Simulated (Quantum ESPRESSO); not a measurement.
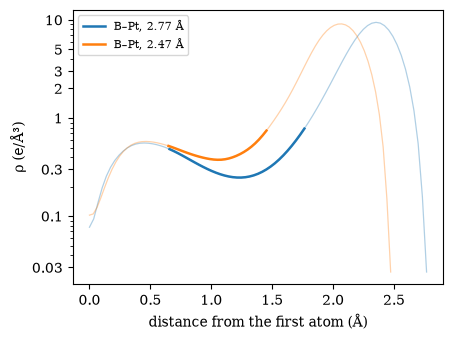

Figure 1: B₅Pt. Valence charge density (pseudo) along straight lines between neighbouring atoms. Thin, pale parts lie inside the atomic spheres.

Space group P6/mmm; a generated structure, not necessarily the stable one; computed pressure about −39 GPa in this cell.

Method: Kohn-Sham DFT of a periodic cell, SOGGA with D2, PseudoDojo 0.4 SR PBE stringent (Quantum ESPRESSO).

The density is the valence pseudo-density of a pseudopotential calculation; it isn't the true density close to the nuclei.

Question: What can be read from the curves?

Answer: B–Pt (2.77 Å): ρ at the midpoint is about 0.27 e/Å³.
B–Pt (2.47 Å): the density is about 0.43 e/Å³ at the midpoint, with its minimum of 0.38 e/Å³ about 1.1 Å from B.
